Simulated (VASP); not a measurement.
Band structure of EuN (space group Fm-3m). All values below come from PBEsol GGA with spin-orbit coupling, VASP's PBE PAW potentials (set 64) (plane waves; VASP).

The 4f electrons are frozen in the core of the lanthanide potential, so 4f levels, which can set the real gap, and their magnetism are missing.

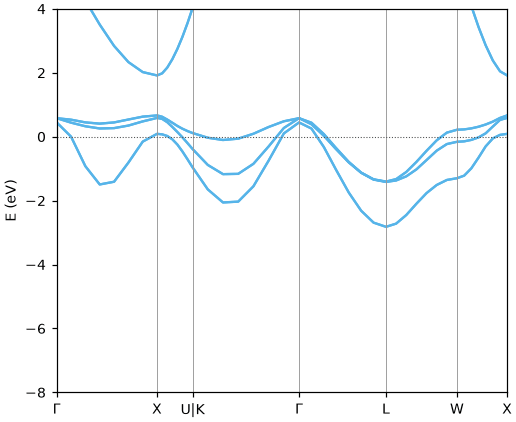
Bands along high-symmetry lines, zero at the valence-band maximum or, without a gap, the Fermi level

Problem. Read the plot: is there a gap, and where are the band edges?

Solution. It has no gap at this level: it comes out as a metal or semimetal.

The structure comes from a measured EuN entry (Fm-3m) of the Crystallography Open Database, whose conditions weren't checked. It was relaxed first.
